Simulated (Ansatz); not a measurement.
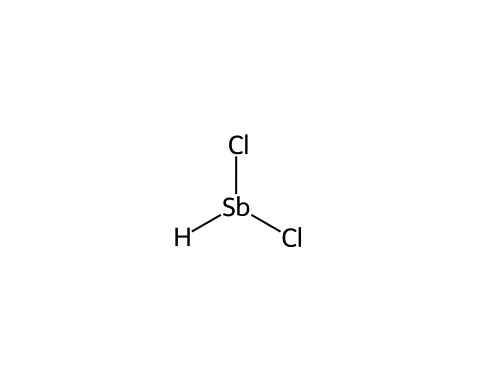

Figure made from data computed with Ansatz.

2D structure.

> Transcribe the drawing into SMILES.

[Cl][SbH][Cl]

> Give the formula, hydrogens included.

Cl2HSb.

> An optimisation with PBE0-D4/def2-TZVP gave a structure of which point group?

Cs.
